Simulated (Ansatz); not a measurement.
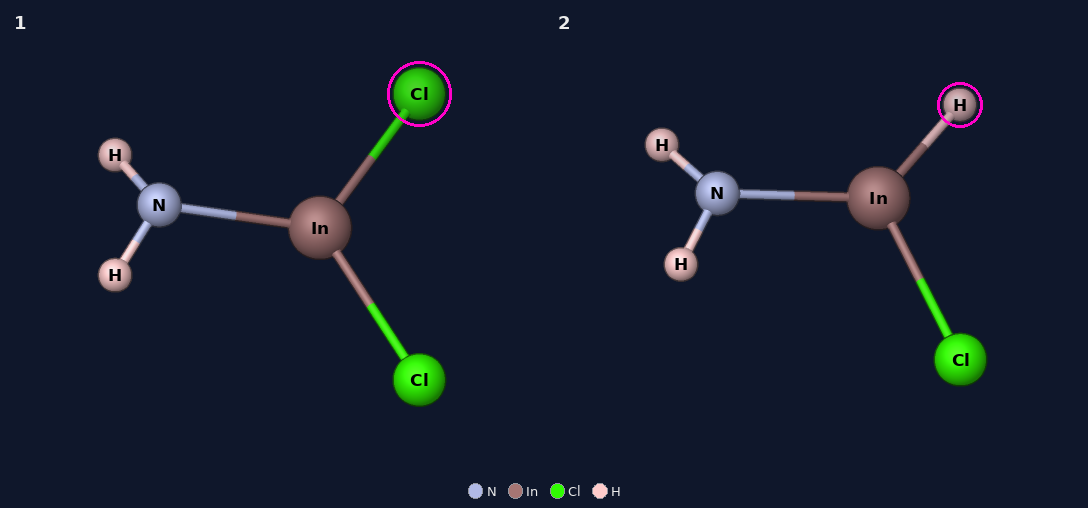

2 molecules with one skeleton, seen from the same side and at one scale; the atom that differs is circled. Charge 0, singlet. Computed geometries: PBE0-D4/def2-TZVP optimisations, one conformation each. Properties computed with Ansatz 0.2.0. Elements past Kr carry core potentials.

One atom differs, called X below: Cl in panel 1, H in panel 2. Their formulas are Cl2H2InN (`[NH2][In]([Cl])[Cl]`), ClH3InN (`[NH2][InH][Cl]`).

### In which is the HOMO energy (Kohn–Sham orbital) higher (CAM-B3LYP-D4/def2-TZVPP)?

In panel 2 (X = H).

### In which is the length of X–In larger (PBE0-D4/def2-TZVP)?

In panel 1 (X = Cl).

Give the values. With PBE0-D4/def2-TZVP: length of X–In (Å), angle N–In–X (°), dipole moment (D), harmonic zero-point energy (kJ/mol). With CAM-B3LYP-D4/def2-TZVPP: HOMO energy (Kohn–Sham orbital) (eV), HOMO–LUMO gap (eV).

| quantity | 1 (Cl) | 2 (H) | 2 − 1 |
| --- | --- | --- | --- |
| length of X–In (Å) | 2.308 | 1.693 | −0.615 |
| angle N–In–X (°) | 121.4 | 131.5 | +10.1 |
| HOMO energy (Kohn–Sham orbital) (eV) | −9.51 | −8.93 | +0.58 |
| HOMO–LUMO gap (eV) | 8.38 | 8.51 | +0.13 |
| dipole moment (D) | 2.96 | 3.14 | +0.18 |
| harmonic zero-point energy (kJ/mol) | 71.8 | 84.2 | +12.4 |
